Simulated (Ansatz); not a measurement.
# Si: response to strain

Consider Si in the diamond structure (space group Fd-3m, No. 227; a = 5.4443 Å).

Strains are applied to the cell and any free atomic positions relax.

Method: Ansatz (a program for electronic structure) r2SCAN, without spin-orbit coupling.

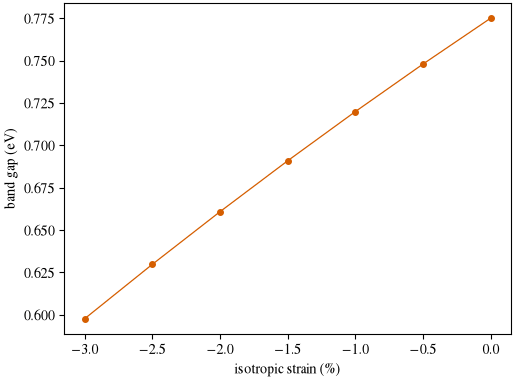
*Band gap against isotropic strain*

Question: From the plot, what is the band gap for isotropic strain −0.50 %?

Answer: About 0.75 eV.

Question: Is the trend monotonic over the range shown?

Answer: Yes, it rises throughout, spanning 0.60 eV to 0.78 eV.

No phonon test of stability was made.
